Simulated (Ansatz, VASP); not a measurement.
# Cross-check of O (O2) between VASP and Ansatz

One calculation is typed for both programs; each brings its own data sets and cutoff. How far apart do they land? The structure shown is the end of the VASP relaxation below.

Program: Ansatz 0.2.0. Level of theory: plane waves, with VASP 6.6.1 beside it; single point at PBE. Results are calculated unless marked as measured.

### 1. The structure

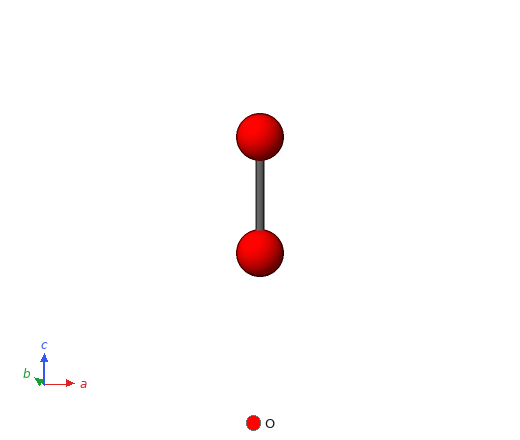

The cell as given, slightly off an axis (oxygen red).

The cell holds 2 atoms: 2 O. Its edges and angles: a = 11.000 Å, b = 11.500 Å, c = 14.000 Å, α = 90.0°, β = 90.0°, γ = 90.0°. Vacuum lies along a, b and c.

As a file:

```cif
data_structure
_symmetry_space_group_name_H-M 'P 1'
_symmetry_Int_Tables_number 1
_cell_length_a 11.0000
_cell_length_b 11.5000
_cell_length_c 14.0000
_cell_angle_alpha 90.000
_cell_angle_beta 90.000
_cell_angle_gamma 90.000
_cell_volume 1771.00
loop_
_atom_site_label
_atom_site_type_symbol
_atom_site_fract_x
_atom_site_fract_y
_atom_site_fract_z
_atom_site_occupancy
O1 O 0.50000 0.50000 0.45592 1
O2 O 0.50000 0.50000 0.54408 1
```

### 2. VASP: relaxation, PBE

This run makes the geometry at which the two programs are then compared.

Lines of VASP's logs that name or quote its potential files are left out, and so is its time.

Input file INCAR:

```
SYSTEM = O
PREC = Normal
ENCUT = 400
EDIFF = 1E-05
NELM = 120
ISMEAR = 0
SIGMA = 0.01
LREAL = Auto
ALGO = Fast
GGA = PE
NBANDS = 13
ISPIN = 2
MAGMOM = 1 1
LORBIT = 11
LWAVE = .FALSE.
LCHARG = .FALSE.
NCORE = 4
IBRION = 2
NSW = 20
ISIF = 2
EDIFFG = -0.03
POTIM = 0.4
MAXMIX = 40
ISYM = 0
```

Input file POSCAR:

```
O
1.0
   11.0000000000      0.0000000000      0.0000000000
    0.0000000000     11.5000000000      0.0000000000
    0.0000000000      0.0000000000     14.0000000000
O
2
Direct
    0.5000000000      0.5000000000      0.4567857100
    0.5000000000      0.5000000000      0.5432142900
```

Input file KPOINTS:

```
Automatic mesh
0
Gamma
1 1 1
0 0 0
```

PAW data sets: O (PBE family, release 64).

On the command line:

```console
> mpirun -np 4 vasp_gam
```

Numbers of over 12 decimals in the logs are rounded to 6 here.

The program printed:

```text
[banner, memory and clock lines left out]
running    4 mpi-ranks, on    1 nodes
 distrk:  each k-point on    4 cores,    1 groups
 distr:  one band on    4 cores,    1 groups

 POSCAR found type information on POSCAR O
 POSCAR found :  1 types and       2 ions
|                                                                             |
|               ----> ADVICE to this user running VASP <----                  |
|                                                                             |
|     You have a (more or less) 'small supercell' and for smaller cells       |
|     it is recommended to use the reciprocal-space projection scheme!        |
|     The real-space optimization is not efficient for small cells and it     |
|     is also less accurate ...                                               |
|     Therefore, set LREAL=.FALSE. in the INCAR file.                         |
|                                                                             |

 LDA part: xc-table for (Slater+PW92), standard interpolation
 POSCAR, INCAR and KPOINTS ok, starting setup
 FFT: planning ... GRIDC
 FFT: planning ... GRID_SOFT
 FFT: planning ... GRID
 WAVECAR not read
 entering main loop
       N       E                     dE             d eps       ncg     rms          rms(c)
DAV:   1     0.137408471775E+03    0.13741E+03   -0.24176E+03    68   0.394E+02
DAV:   2     0.357061673099E+02   -0.10170E+03   -0.98431E+02    99   0.785E+01
DAV:   3    -0.612313484703E+01   -0.41829E+02   -0.41374E+02    80   0.804E+01
DAV:   4    -0.974656348182E+01   -0.36234E+01   -0.36229E+01    52   0.259E+01
DAV:   5    -0.979846142532E+01   -0.51898E-01   -0.51898E-01    88   0.301E+00    0.649E+00
RMM:   6    -0.947648802277E+01    0.32197E+00   -0.10810E+00    52   0.796E+00    0.309E+00
RMM:   7    -0.981791025783E+01   -0.34142E+00   -0.21004E-01    52   0.365E+00    0.156E+00
RMM:   8    -0.982326218950E+01   -0.53519E-02   -0.17657E-01    52   0.285E+00    0.411E-01
RMM:   9    -0.983618900232E+01   -0.12927E-01   -0.16816E-02    52   0.978E-01    0.243E-01
RMM:  10    -0.983833285467E+01   -0.21439E-02   -0.49691E-03    52   0.529E-01    0.819E-02
RMM:  11    -0.983850089668E+01   -0.16804E-03   -0.88366E-04    54   0.176E-01    0.308E-02
RMM:  12    -0.983867057502E+01   -0.16968E-03   -0.32882E-04    52   0.111E-01    0.238E-02
RMM:  13    -0.983881065198E+01   -0.14008E-03   -0.77039E-05    52   0.520E-02    0.858E-03
RMM:  14    -0.983885749607E+01   -0.46844E-04   -0.19157E-05    43   0.298E-02    0.533E-03
RMM:  15    -0.983898672633E+01   -0.12923E-03   -0.89833E-06    41   0.167E-02    0.312E-03
RMM:  16    -0.983905985572E+01   -0.73129E-04   -0.47039E-06    39   0.101E-02    0.238E-03
RMM:  17    -0.983912972639E+01   -0.69871E-04   -0.60529E-06    40   0.118E-02    0.219E-03
RMM:  18    -0.983917532464E+01   -0.45598E-04   -0.35991E-06    38   0.754E-03    0.120E-03
RMM:  19    -0.983918584509E+01   -0.10520E-04   -0.13049E-06    34   0.475E-03    0.760E-04
RMM:  20    -0.983919859995E+01   -0.12755E-04   -0.86341E-07    35   0.475E-03    0.462E-04
RMM:  21    -0.983921387338E+01   -0.15273E-04   -0.81762E-07    33   0.440E-03    0.508E-04
RMM:  22    -0.983922343124E+01   -0.95579E-05   -0.56227E-07    32   0.402E-03
   1 F= -.98392234E+01 E0= -.98392234E+01  d E =-.983922E+01  mag=     2.0000
[...]
2 F= -.94512475E+01 E0= -.94512475E+01  d E =0.387976E+00  mag=     2.0000
[...]
3 F= -.98615979E+01 E0= -.98615979E+01  d E =-.223745E-01  mag=     2.0000
 curvature:  -0.12 expect dE=-0.399E-04 dE for cont linesearch -0.399E-04
 ZBRENT: interpolating
 opt :   0.1653  next Energy=    -9.861625 (dE=-0.224E-01)
 bond charge predicted
       N       E                     dE             d eps       ncg     rms          rms(c)
DAV:   1    -0.986163394577E+01   -0.39656E-04   -0.21738E-03    67   0.354E-01    0.155E-02
RMM:   2    -0.986163647971E+01   -0.25339E-05   -0.38447E-05    45   0.448E-02
   4 F= -.98616365E+01 E0= -.98616365E+01  d E =-.224130E-01  mag=     2.0000
 curvature:  -0.08 expect dE=-0.622E-06 dE for cont linesearch -0.622E-06
 trial: gam= 0.00000 g(F)=  0.752E-05 g(S)=  0.000E+00 ort =-0.145E-02 (trialstep = 0.833E+00)
 search vector abs. value=  0.752E-05
 reached required accuracy - stopping structural energy minimisation
```

From OUTCAR (step 2):

```text
ion  position               nearest neighbor table
   1  0.500  0.500  0.457-   2 1.21
   2  0.500  0.500  0.543-   1 1.21

 Found      1 irreducible k-points:

   k-points           NKPTS =      1   k-points in BZ     NKDIM =      1   number of bands    NBANDS=     13

   dimension x,y,z NGX =    54 NGY =   56 NGZ =   70
   dimension x,y,z NGXF=   108 NGYF=  112 NGZF=  140

   ENCUT  =  400.0 eV  29.40 Ry    5.42 a.u.  17.94 18.75 22.83*2*pi/ulx,y,z

   NELECT =      12.0000    total number of electrons

 k-points in reciprocal lattice and weights: Automatic mesh
   0.00000000  0.00000000  0.00000000       1.000

 average (electrostatic) potential at core
       1 -83.8914       2 -83.8913

 E-fermi :  -6.8546

 spin component 1
 k-point     1 :       0.0000    0.0000    0.0000
  band No.  band energies     occupation
    ...
      3     -13.4197      1.00000
      4     -13.2688      1.00000
      5     -13.2672      1.00000
      6      -6.9574      1.00000
      7      -6.9556      1.00000
      8      -0.2972      0.00000
      9       0.3864      0.00000
     10       0.5573      0.00000
     11       0.8384      0.00000
     12       0.9253      0.00000
    ...

 spin component 2
 k-point     1 :       0.0000    0.0000    0.0000
  band No.  band energies     occupation
      1     -31.2926      1.00000
      2     -18.8619      1.00000
      3     -12.4922      1.00000
      4     -11.4244      1.00000
      5     -11.4235      1.00000
      6      -4.6824      0.00000
      7      -4.6814      0.00000
      8      -0.1882      0.00000
      9       0.5472      0.00000
     10       0.6140      0.00000
    ...

  Total       -1.5470428     -1.5099936     -1.1886237      0.0000024     -0.0000021     -0.0000000
  in kB       -1.3995691     -1.3660517     -1.0753168      0.0000021     -0.0000019     -0.0000000
  external PRESSURE =      -1.2803125 kB  Pullay stress =       0.0000000 kB

  energy-cutoff  :      400.00
  volume of cell :     1771.00
      direct lattice vectors                 reciprocal lattice vectors
    11.000000000  0.000000000  0.000000000     0.090909091  0.000000000  0.000000000
     0.000000000 11.500000000  0.000000000     0.000000000  0.086956522  0.000000000
     0.000000000  0.000000000 14.000000000     0.000000000  0.000000000  0.071428571

 POSITION                                       TOTAL-FORCE (eV/Angst)
 -----------------------------------------------------------------------------------
      5.50000      5.75000      6.38282         0.000001     -0.000000      0.009873
      5.50000      5.75000      7.61718        -0.000001      0.000000     -0.009873
 -----------------------------------------------------------------------------------
    total drift:                               -0.000012      0.000013      0.000154

  FREE ENERGIE OF THE ION-ELECTRON SYSTEM (eV)
  ---------------------------------------------------
  free  energy   TOTEN  =        -9.8616364797 eV

  energy  without entropy=       -9.8616364797  energy(sigma->0) =       -9.86163648

 reached required accuracy - stopping structural energy minimisation

 total charge
# of ion       s       p       d       tot
------------------------------------------
    1        1.638   3.286   0.000   4.924
    2        1.638   3.286   0.000   4.924
--------------------------------------------------
tot          3.277   6.572   0.000   9.848

 magnetization (x)
# of ion       s       p       d       tot
------------------------------------------
    1        0.010   0.805   0.000   0.815
    2        0.010   0.805   0.000   0.815
--------------------------------------------------
tot          0.020   1.609   0.000   1.629
```

CONTCAR:

```
O
   1.00000000000000
    11.0000000000000000    0.0000000000000000    0.0000000000000000
     0.0000000000000000   11.5000000000000000    0.0000000000000000
     0.0000000000000000    0.0000000000000000   14.0000000000000000
  O
     2
Direct
     0.5000000036617048    0.4999999988003493    0.4559160269042188
     0.4999999963382951    0.5000000011996506    0.5440839730957812
```

### 3. Ansatz: single point, PBE

Ansatz runs on its default PAW (the set named soft_2) files.

The same cell, functional, mesh and smearing now go to Ansatz, which takes its cutoff from its data sets.

Input file input.yaml:

```yaml
crystal:
  lattice:
    - [11.0, 0.0, 0.0]
    - [0.0, 11.5, 0.0]
    - [0.0, 0.0, 14.0]
  atoms:
    - { symbol: O, position: [0.5, 0.5, 0.45591603], spin: 1.0 }
    - { symbol: O, position: [0.5, 0.5, 0.54408397], spin: 1.0 }
hamiltonian:
  xc: pbe
  pseudopotentials: { kind: paw }
magnetization:
  spin_polarized: true
kpoints:
  mp_grid: { grid: [1, 1, 1] }
scf:
  occupations: { method: gaussian, width: 0.01 }
  n_extra_bands: 7
output:
  forces: true
  eigenvalues: true
```

On the command line:

```console
> ansatz run input.yaml --threads 8 --pin off --max-ram 18432MiB --backend cpu --events-out ev --progress --plain --runs-dir out
```

The program printed:

```text
scf.n_extra_bands = 7 over 6 filled bands (N_el = 12.0): the run solves 13 bands
Engine: ansatz 0.2.0, aarch64-unknown-linux-gnu
Pseudopotentials: kind: paw
Pseudopotential: O, paw, valence charge 6, recommended cutoff 420 eV (normal), O.paw.azcp
Functional definition: PBE
  parameter kappa = 0.804
  parameter beta = 0.066725
  exchange = pbe_x(kappa = kappa, mu = beta*pi^2/3)
  correlation = pbe_c(beta = beta)
Crystal: 2 atoms, lattice volume = 1771.000 Å³
Basis set: ecut = 420 eV, 34701 PW (Γ), exchange–correlation on 150×160×192 points (8 copies of the dense FFT grid, shifted against one another)
Bands: 13, of which v1, the nominal top of the filled ones, is band 6 counted from 1 (5 counted from 0)
Symmetry: 8 space group operations
Space group: Pmmm (ITA 47), of the structure as read, at distance tolerance 1.2e-4 Å
Magnetic group: BNS 47.249 (UNI 347), of the structure as read, at distance tolerance 1.2e-4 Å
k-points: 1
Non-local potential: O, projectors of the file, l = 0: 2, l = 1: 2, l = 2: 1
PAW form: soft (Blöchl's): semilocal exchange-correlation on the pseudo side does not see the compensation charge
PAW one-centre angular grid: O, 110 points (default); XC on 64 Gauss nodes
Initial density: superposition of atomic densities (neutral atoms: chi_scale 0, normalization atom)
Starting moments: Σ|m| = 2 μB on 2 of 2 sites
Initial wavefunctions: pseudopotential atomic-orbital guess
Functional: x = pbe(κ = 0.804, μ = 0.219515), c = pbe(β = 0.066725)
SCF iter   1: F=—  HF=-1129.776996 eV  |F-HF|=—  |Δ(HF+E_count)|=         —  Δρ=9.23e-3 (↑9.23e-3 ↓4.78e-3)  dr2=5.62e-1  dr2_m=5.21e-1  M=2.000 μB ∫|m|=2.018 μB  β_m=1.00  ethr=3.10e-3  ⟨swp⟩=8.5  Hψ=199  notcnv=0
preconditioner: auto → Resta (q_TF=auto, 1.187 Å⁻¹)  ε∞=1.0  [insulator: Δε(μ)=1.557 eV  Ē_g=11.314 eV  σ=0.010 eV  W_gap=1.00  n_scr=44 (ndim 8)  ℏωp=2.5 eV  f_vac=0.949  D(μ)=0.00/eV (n_scr^D=0)  ε∞_Penn≈1.0  vacuum switching on, ρ_ref=9.3e-3 e/Å³]
spin=Collinear: Resta preconditioning applied to the charge; magnetization (m = ρ↑ − ρ↓) channel mixes plain (no charge-response kernel on spin).
SCF iter   2: F=—  HF=-1129.853565 eV  |F-HF|=—  |Δ(HF+E_count)|=   7.66e-2  Δρ=3.41e-3 (↑3.41e-3 ↓2.41e-3)  dr2=1.73e-1  dr2_m=1.49e-2  M=2.000 μB ∫|m|=2.042 μB  β_m=1.00  ethr=3.10e-3  ⟨swp⟩=2.0  Hψ=51  notcnv=0
spin-set hold released at iteration 2 (site moments show no strong build): the magnetisation degrees of freedom join the quasi-Newton model from the next iteration; the mixer history was kept
SCF iter   3: F=—  HF=-1129.851210 eV  |F-HF|=—  |Δ(HF+E_count)|=   2.35e-3  Δρ=7.51e-4 (↑7.51e-4 ↓6.72e-4)  dr2=5.75e-3  dr2_m=4.73e-4  M=2.000 μB ∫|m|=2.048 μB  β_m=0.30  ethr=1.44e-3  ⟨swp⟩=2.0  Hψ=35  notcnv=0  defer=3
SCF iter   4: F=—  HF=-1129.893240 eV  |F-HF|=—  |Δ(HF+E_count)|=   4.20e-2  Δρ=4.07e-4 (↑3.72e-4 ↓4.07e-4)  dr2=2.68e-3  dr2_m=8.81e-5  M=2.000 μB ∫|m|=2.050 μB  β_m=0.62  ethr=4.79e-5  ⟨swp⟩=4.0  Hψ=69  notcnv=0  defer=5
SCF iter   5: F=—  HF=-1129.928552 eV  |F-HF|=—  |Δ(HF+E_count)|=   3.53e-2  Δρ=7.60e-5 (↑7.60e-5 ↓5.83e-5)  dr2=1.41e-4  dr2_m=1.73e-5  M=2.000 μB ∫|m|=2.050 μB  β_m=0.59  ethr=2.23e-5  ⟨swp⟩=3.0  Hψ=48  notcnv=0  defer=5
SCF iter   6: F=—  HF=-1129.928567 eV  |F-HF|=—  |Δ(HF+E_count)|=   1.55e-5  Δρ=2.97e-5 (↑2.97e-5 ↓2.30e-5)  dr2=5.88e-6  dr2_m=4.40e-6  M=2.000 μB ∫|m|=2.050 μB  β_m=0.72  ethr=1.18e-6  ⟨swp⟩=2.0  Hψ=40  notcnv=0  defer=5
SCF iter   7: F=—  HF=-1129.928469 eV  |F-HF|=—  |Δ(HF+E_count)|=   9.81e-5  Δρ=4.23e-6 (↑4.23e-6 ↓3.29e-6)  dr2=6.00e-8  dr2_m=1.67e-7  M=2.000 μB ∫|m|=2.050 μB  β_m=0.85  ethr=8.33e-10  ⟨swp⟩=12.5  Hψ=196  notcnv=0
iter 8 met the thresholds in force, and the SCF goes on: an eigenvalue changes by 0.12 meV, over its tolerance of 0.06 meV (output.eigenvalues, Limitations)
SCF iter   8: F=-1129.928469 eV  HF=-1129.928469 eV  |F-HF|=1.74e-9  |Δ(HF+E_count)|=   2.41e-7  Δρ=7.18e-7 (↑7.18e-7 ↓4.04e-7)  dr2=1.26e-9  dr2_m=4.94e-9  M=2.000 μB ∫|m|=2.050 μB  β_m=0.93  ethr=5.00e-10  ⟨swp⟩=8.0  Hψ=136  notcnv=0
SCF iter   9: F=-1129.928469 eV  HF=-1129.928469 eV  |F-HF|=3.41e-12  |Δ(HF+E_count)|=   2.63e-9  Δρ=2.29e-8 (↑2.27e-8 ↓2.29e-8)  dr2=3.17e-13  dr2_m=8.24e-12  M=2.000 μB ∫|m|=2.050 μB  ethr=1.05e-11  ⟨swp⟩=2.5  Hψ=93  notcnv=0
SCF 1 converged in 9 iterations: F = -1129.928469 eV  dr2 = 3.17e-13
  greatest PAW one-centre occupation: 0.885 electrons in one spin orbital (limit 2), on the O atom at site 1 (counted from 0), in its partial waves of l = 0
iteration 9: the least curvature of the free energy that was read at this close is 0.729 (0.874 in the run's own bands): not negative
SCF converged after 9 iterations
an eigenvalue changed by more than its tolerance at an iteration that met the thresholds in force, so the SCF went on 1 time: the last check found none over its tolerance
Magnetization: 2.0000 μB (7.0000 up, 5.0000 down)
Absolute magnetization: 2.0512 μB (∫|ρ↑−ρ↓|, with the PAW one-centre terms)
Spin contamination: 0.0047 ħ² per cell (⟨S²⟩ above its minimum at these occupations)
Per-site moments (μB) at R_I (Å): [(0.568161, 0.509170), (0.568161, 0.509170)]
Free energy (F): -1129.928469 eV
Harris-Foulkes:  -1129.928469 eV  (|F-HF|=3.41e-12)
Internal energy: -1129.928469 eV  (E = F + TS)
E sigma→0 (E₀):  -1129.928469 eV
Fermi energy:    -5.770583 eV
--- Per-component energies (eV) ---
  E_band       = -191.680433
  E_kinetic    = 340.199653
  E_local      = -2205.442899  (includes V_loc(G=0)·N_el)
  E_nonlocal   = 97.717467
  E_hartree    = 913.813953
  E_xc         = -142.958650
  E_vxc        = -181.959841  (∫ρ·V_xc dr)
  E_paw        = -314.628064  (= ΣΔE_a)
  E_vpaw       = -69.827372  (= ΣTr[D̂ρ^β])
  E_aug_tail   = 0.004667  (compensation charges beyond the density's cutoff)
  E_ewald      = 181.365404
  E_smearing   = -0.000000  (= −TS)
  E_closure    = -0.000000  (closes the sum)
  Σ components = -1129.928469   (vs F -1129.928469, Δ=0.00e0)
--- Forces (eV/Å), atoms counted from 1 ---
  atom   1  O      0.00000000     0.00000000     1.06425051
  atom   2  O      0.00000000     0.00000000    -1.06425051
  max |Σ_I F_I| component: 0.00e0 eV/Å
--- Band table (eV) ---
  k-point 0 ↑: bands = [... 2 lower, -13.3848, -13.2068, -13.2067, -6.9132, -6.9132, -0.2488, 0.4356, 0.5735, ... 3 higher]
  k-point 0 ↓: bands = [... 2 lower, -12.4591, -11.3529, -11.3528, -4.6280, -4.6280, -0.1511, 0.5886, 0.6289, ... 3 higher]
```

Run time: 5.6 s. Hardware: 8 threads of Arm Neoverse V2, shared host; peak memory 1.2 GiB; 33 s of CPU time.

### 4. Side by side

Known differences besides the PAW data sets themselves: the cutoff is 420 eV in Ansatz and 400 eV in VASP (PREC = Normal, projectors in real space); VASP leaves aspherical gradient terms in its spheres out (LASPH is not set), Ansatz keeps them; site moments are counted in spheres of each program's own size. Total energies have different zeros and are not compared.

Both answers:

| quantity | Ansatz | VASP | difference |
| --- | --- | --- | --- |
| gap on the k mesh (eV) | 2.285 | 2.273 | +0.012 |
| total moment (μB) | 2.00 | 2.00 | 0.00 |
| moment on O1 (μB) | 0.57 | 0.81 | -0.25 |
| moment on O2 (μB) | 0.57 | 0.81 | -0.25 |

At this near-relaxed geometry the largest component of a force difference is 1054 meV/Å.

### 5. Further runs

The difference is large enough to ask for its cause, so further runs change the set-up of one program at a time, as the table lists.

| run | r.m.s. force difference (meV/Å) |
| --- | --- |
| as above | 609 |
| Ansatz's larger PAW set (cutoff 900 eV) | 632 |
| norm-conserving potentials (cutoff 1240 eV) | 544 |

### 6. Outcome

```yaml
r_m_s_force_difference_single_point_pbe: 609 meV/Å
```

What this shows: The r.m.s. force difference is 609 meV/Å (single point, PBE), beyond the 12 meV/Å picked in this series as the mark of a large difference. For single point, PBE: no further run halves the r.m.s. force difference; only Ansatz's side was varied, and Ansatz's runs with other potentials lie closer to each other than to VASP, which for this quantity points to VASP's side; this was not tested here. How closely two codes agree says nothing of how well the functional describes the real material.

[Lines on the potential files, build, host, timing and source positions are cut from VASP's logs without a mark.]

[Logs are printed without paths, hosts, clocks, repeated set-up lines and the standing remarks that a program may print on its own settings, such as how far it seeks lower states.]

[Hosts, paths, dates, database ids (printed as entryN), source tags and the programs' standing remarks are cut or masked in the printed files.]
